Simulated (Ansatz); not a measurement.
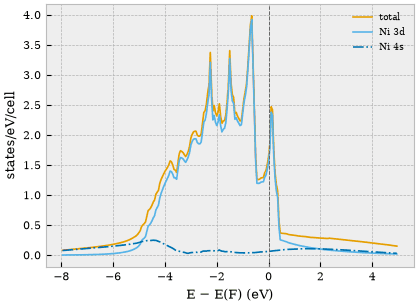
Fig. 1. Total and projected density of states of Ni (fcc (Cu type), Fm-3m), PBE (plane waves, PAW; program Ansatz)

Which orbitals carry the states next to the Fermi level?

Within 0.5 eV of the Fermi level: Ni 3d 94 %. Projections are on Löwdin-orthogonalised atomic valence shells; empty p or d shells of many metals are not among them.

Where is the tallest occupied peak in this window, and what makes it?

Near -0.6 eV, about 4.0 states/eV per cell; the largest projected share is Ni 3d.

The cell was relaxed with PBE under the symmetry of its start. The final state is ferromagnetic, chosen from 3 collinear starts compared on coarse meshes (ties went to the first, and starts can fall back to one state), not a proven ground state. Textbook magnetic order: ferromagnetic.

Potentials: the earlier of the program's two PAW sets.
